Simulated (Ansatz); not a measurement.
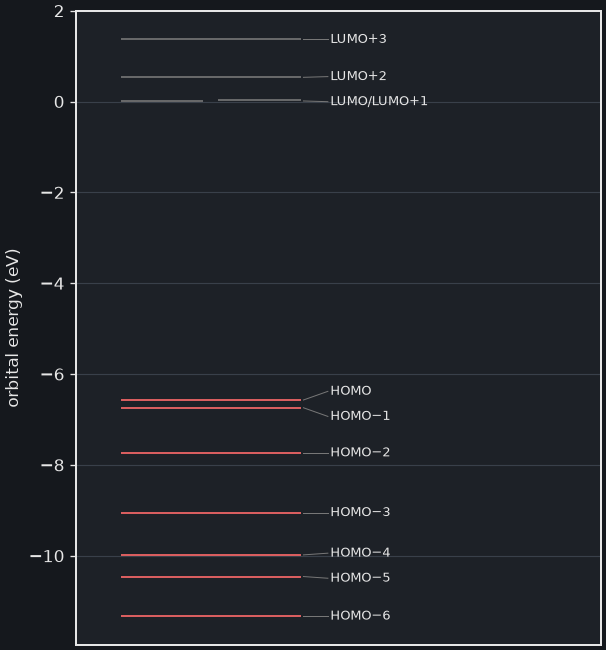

C₂H₅NO₂ (imidic-acid tautomer), SMILES CO/C(=N\[H])O. Kohn-Sham orbital energies near the frontier, LDA (SPW92)/def2-TZVPP, the Ansatz code 0.2.0, at a PBE0-D4/def2-TZVP geometry (a minimum by its frequencies), isolated molecule; empty levels in grey, levels within 0.03 eV side by side.

> Where do the frontier orbitals lie?

HOMO at −6.57 eV, LUMO at 0.01 eV, 6.58 eV apart.

> Is the HOMO or the LUMO degenerate, or nearly so?

The HOMO stands alone and the LUMO is one of 2 levels within 0.03 eV.

Known limits of this run: one conformer of a flexible molecule; empty levels above zero depend strongly on the basis.
